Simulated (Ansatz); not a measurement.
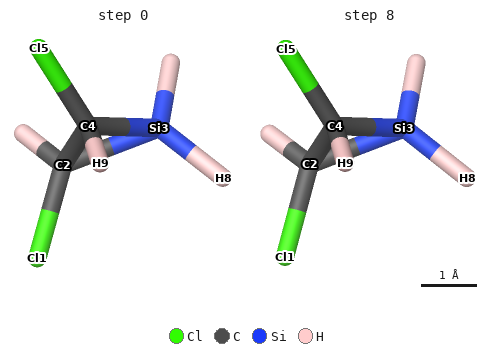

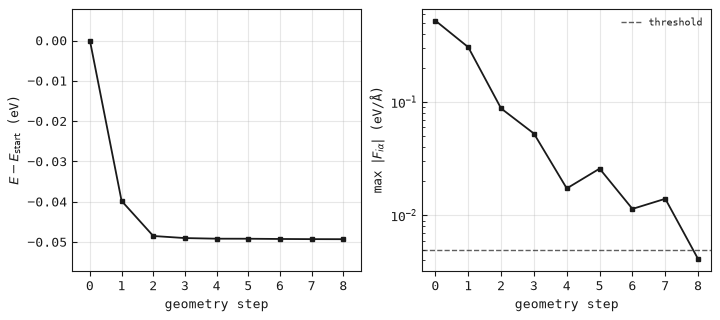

First and last geometry of a relaxation of C2H4Cl2Si, with the history of the run. The picture is a stick view, seen at a tilt.

The start comes from PBE-D4/def2-SVP.

Theory: Ansatz, RKS PBE0-D4/def2-TZVP. Settings: force threshold 0.005 eV/Å; at most 150 steps.

What do the curves and the structures tell?

Answer. It converged. The largest moves after the best rigid fit, 0.042 Å, are those of Cl atoms. Largest moves by element: Cl 0.042 Å, H 0.040 Å, Si 0.021 Å, C 0.014 Å. Near-neighbour distances that change, for instance: C–Si 1.894 → 1.862 Å, C–Cl 1.780 → 1.756 Å, C–H 1.105 → 1.086 Å, H–Si 1.493 → 1.475 Å. The energy falls by 0.049 eV in 8 geometry steps. The largest force component goes from 0.53 to 0.0041 eV/Å. Cost: 38 s on 4 threads of Arm Neoverse V1, with other jobs on the host.
